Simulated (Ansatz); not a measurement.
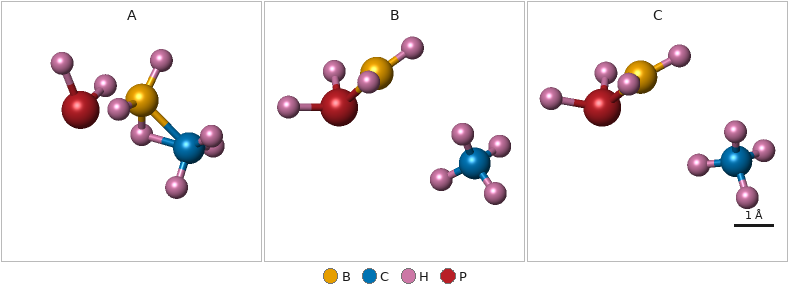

3 geometries from a converged minimum-energy path of CH8BP, made up at the start of CH₅B and PH₃, shuffled. The picture is a ball-and-stick view, seen from a free direction.

The calculation used RKS B3LYP-D4/6-31G* in Ansatz 0.2.0. Set-up: 7 movable images; climbing image; force threshold 0.05 eV/Å; iteration limit 60; starting path through a guess of the saddle point.

Q: Which frame is the transition state?

A: A. In order along the path, whose images run from 0 to 8: A (image 3, +1.16 eV), C (image 7, −0.32 eV), B (image 8, −0.34 eV). Breaking: B–C (1.56 → 3.50 Å), H–P (1.42 → 3.45 Å). Forming: B–P (3.49 → 1.88 Å), C–H (3.09 → 1.09 Å).

Limits of the set-up: the start holds two separate molecules, 2.8 Å apart at their closest, whose relative position is a soft coordinate.
